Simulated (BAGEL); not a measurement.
**CH3ClO2Si (SMILES ClC1O[SiH2]O1) at HF/3-21G (density fitting with qzvpp-jkfit)**

Aim: the vertical singlet–triplet gap of CH3ClO2Si at HF/3-21G (density fitting with qzvpp-jkfit), from 2 runs. 

The results are computed with BAGEL 1.2.2.

2 further runs of the same task are left out: 1 that didn't finish, 1 set aside as unsound or not needed. Runs told in other sessions of the task aren't counted.

## 1. The system as given

CH3ClO2Si has 8 atoms, charge 0, and is taken as a singlet. SMILES: `ClC1O[SiH2]O1`. The shape is that of a PBE0-D4/def2-TZVP optimisation.

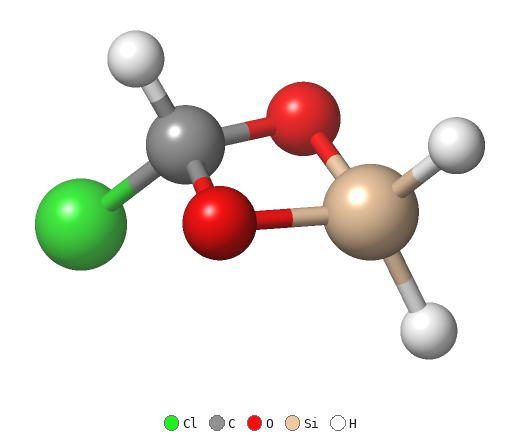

Viewed from a chosen angle; chlorine green, carbon grey, oxygen red, silicon light orange, hydrogen white.

## 2. The energy at HF/3-21G (density fitting with qzvpp-jkfit)

Input file job.json:

```json
{ "bagel" : [

{
  "title" : "molecule",
  "basis" : "3-21g",
  "df_basis" : "qzvpp-jkfit",
  "angstrom" : true,
  "geometry" : [
    { "atom" : "Cl", "xyz" : [      -2.195900,       0.509700,       0.974400 ] },
    { "atom" : "C", "xyz" : [      -0.524200,       0.766600,       0.397600 ] },
    { "atom" : "O", "xyz" : [       0.378500,      -0.100700,       1.032000 ] },
    { "atom" : "Si", "xyz" : [       0.716100,      -0.757900,      -0.470600 ] },
    { "atom" : "O", "xyz" : [      -0.384400,       0.408700,      -0.952100 ] },
    { "atom" : "H", "xyz" : [      -0.298600,       1.817300,       0.580700 ] },
    { "atom" : "H", "xyz" : [       2.098700,      -0.537900,      -0.945700 ] },
    { "atom" : "H", "xyz" : [       0.301900,      -2.163000,      -0.672100 ] }
  ]
},

{
  "title" : "hf"
},

{
  "title" : "print",
  "file" : "orbitals.molden",
  "orbitals" : true
}

]}
```

Run with:

```console
$ BAGEL_NUM_THREADS=1 BAGEL job.json > job.out
```

Output:

```text
* using 1 threads per process

  ===============================================================
  ===============================================================

  *** Geometry ***

  { "atom" : "Cl", "xyz" : [     -4.149650,      0.963193,      1.841349 ] },
  { "atom" : "C", "xyz" : [     -0.990594,      1.448664,      0.751355 ] },
  { "atom" : "O", "xyz" : [      0.715261,     -0.190295,      1.950197 ] },
  { "atom" : "Si", "xyz" : [      1.353233,     -1.432223,     -0.889305 ] },
  { "atom" : "O", "xyz" : [     -0.726411,      0.772331,     -1.799208 ] },
  { "atom" : "H", "xyz" : [     -0.564272,      3.434199,      1.097364 ] },
  { "atom" : "H", "xyz" : [      3.965968,     -1.016484,     -1.787114 ] },
  { "atom" : "H", "xyz" : [      0.570508,     -4.087478,     -1.270085 ] },

  Number of auxiliary basis functions:      539

  Since a DF basis is specified, we compute 2- and 3-index integrals:
    o Being stored without compression. Storage requirement is 0.015 GB

  Number of basis functions:       59
  Number of electrons      :       56

    * METHOD: MOLECULE                             0.23

  *** RHF ***

  === Nuclear Repulsion ===
   300.1253325224

      * DIIS with orbital gradients will be used.

  === RHF iteration (3-21g) ===
      0       -932.80628640          0.02475763           0.07
      1       -932.94315849          0.01562545           0.07
      2       -932.99663317          0.00131160           0.07
      3       -932.99776305          0.00026093           0.07
      4       -932.99782722          0.00010396           0.07
      5       -932.99783623          0.00002767           0.07
      6       -932.99783684          0.00000824           0.07
      7       -932.99783689          0.00000175           0.07
      8       -932.99783689          0.00000048           0.07
      9       -932.99783689          0.00000023           0.07
     10       -932.99783689          0.00000007           0.07
     11       -932.99783689          0.00000002           0.07
     12       -932.99783689          0.00000001           0.07
    * SCF iteration converged.

    * Permanent dipole moment:
           (   -1.139089,     0.312519,     0.518203) a.u.

    * METHOD: HF                                   1.06

    * METHOD: PRINT                                0.01

  ===============================================================
```

Run time: 1.5 s. Hardware: 1 thread of Arm Neoverse V2, shared host; peak memory 0.1 GiB.

## 3. The triplet

Input file input.json:

```json
{ "bagel": [

{
  "title": "molecule",
  "basis": "3-21g",
  "df_basis": "qzvpp-jkfit",
  "angstrom": true,
  "geometry": [
    { "atom": "Cl", "xyz": [      -2.195900,       0.509700,       0.974400 ] },
    { "atom": "C", "xyz": [      -0.524200,       0.766600,       0.397600 ] },
    { "atom": "O", "xyz": [       0.378500,      -0.100700,       1.032000 ] },
    { "atom": "Si", "xyz": [       0.716100,      -0.757900,      -0.470600 ] },
    { "atom": "O", "xyz": [      -0.384400,       0.408700,      -0.952100 ] },
    { "atom": "H", "xyz": [      -0.298600,       1.817300,       0.580700 ] },
    { "atom": "H", "xyz": [       2.098700,      -0.537900,      -0.945700 ] },
    { "atom": "H", "xyz": [       0.301900,      -2.163000,      -0.672100 ] }
  ]
},

{ "title": "uhf", "nopen": 2 },

{ "title": "print", "file": "orbitals.molden", "orbitals": true }

]}
```

Run with:

```console
$ BAGEL_NUM_THREADS=1 BAGEL input.json > input.out
```

Output:

```text
* using 1 threads per process

  ===============================================================
  ===============================================================

  *** Geometry ***

  { "atom" : "Cl", "xyz" : [     -4.149650,      0.963193,      1.841349 ] },
  { "atom" : "C", "xyz" : [     -0.990594,      1.448664,      0.751355 ] },
  { "atom" : "O", "xyz" : [      0.715261,     -0.190295,      1.950197 ] },
  { "atom" : "Si", "xyz" : [      1.353233,     -1.432223,     -0.889305 ] },
  { "atom" : "O", "xyz" : [     -0.726411,      0.772331,     -1.799208 ] },
  { "atom" : "H", "xyz" : [     -0.564272,      3.434199,      1.097364 ] },
  { "atom" : "H", "xyz" : [      3.965968,     -1.016484,     -1.787114 ] },
  { "atom" : "H", "xyz" : [      0.570508,     -4.087478,     -1.270085 ] },

  Number of auxiliary basis functions:      539

  Since a DF basis is specified, we compute 2- and 3-index integrals:
    o Being stored without compression. Storage requirement is 0.015 GB

  Number of basis functions:       59
  Number of electrons      :       56

    * METHOD: MOLECULE                             0.24

  *** Open-shell HF ***

  === Nuclear Repulsion ===
   300.1253325224

      * DIIS with orbital gradients will be used.

  === UHF iteration (3-21g) ===
      0       -932.50196649          0.04776850           0.15
      1       -932.63637458          0.03260476           0.14
      2       -932.67518097          0.02052838           0.13
      3       -932.70004929          0.00123957           0.14
      4       -932.70095688          0.00065011           0.14
      5       -932.70129442          0.00046346           0.15
      6       -932.70162910          0.00027406           0.14
      7       -932.70179600          0.00020125           0.15
      8       -932.70189650          0.00014750           0.14
      9       -932.70198129          0.00009534           0.14
[... 25 lines of this table left out ...]
     35       -932.70201949          0.00000002           0.15
     36       -932.70201949          0.00000001           0.15
     37       -932.70201949          0.00000001           0.14
     38       -932.70201949          0.00000001           0.14
    * SCF iteration converged.

    * S^2 (UHF) is 2.0221

    * Permanent dipole moment:
           (   -0.102469,    -0.514672,    -0.092752) a.u.

    * METHOD: UHF                                  5.81

    * METHOD: PRINT                                0.01

  ===============================================================
```

Run time: 6.3 s. Hardware: 1 thread of Arm Neoverse V2, shared host; peak memory 0.1 GiB.

## 4. Results

Level: HF/3-21G (density fitting with qzvpp-jkfit).

```
                                        quantity          value
                           singlet: total energy  -932.99784 Eh
                          singlet: dipole moment         3.28 D
                            singlet: HOMO energy      -12.12 eV
                            singlet: LUMO energy        2.91 eV
                          singlet: HOMO–LUMO gap       15.03 eV
                           triplet: total energy  -932.70202 Eh
                          triplet: dipole moment         1.35 D
                                   triplet: ⟨S²⟩          2.022
vertical energy of the triplet above the singlet       8.050 eV
```

What this shows: At this shape the triplet lies 8.05 eV (777 kJ/mol) above the singlet.
